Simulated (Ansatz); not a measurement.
Level of theory: PBE (plane waves to 420 eV, PAW; Ansatz, a program for electronic structure).

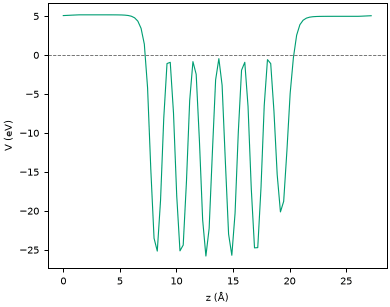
*Plane-averaged electrostatic potential energy along the normal, in eV from the Fermi level, for a constructed model of the (111) surface of fcc Rh, (√3x√3)R30° surface alloy, Ag on one Rh site of the top plane (bottom of the slab: a bare face, its two planes held)*

Model: 18-atom slab, 11.1 Å thick at the start with caps and adatoms (thin: gaps and levels are the slab's own), 9x9x1 mesh, Fermi-Dirac 0.1 eV, dipole correction, 6 atoms held, the rest relaxed; start symmetry kept, larger cells not searched; no spin, no spin-orbit, no U. It is one candidate, not shown to be the stable structure of the face.

The vacuum level lies 4.97 eV above the Fermi level over the top face and 5.16 eV above it under the bottom face.
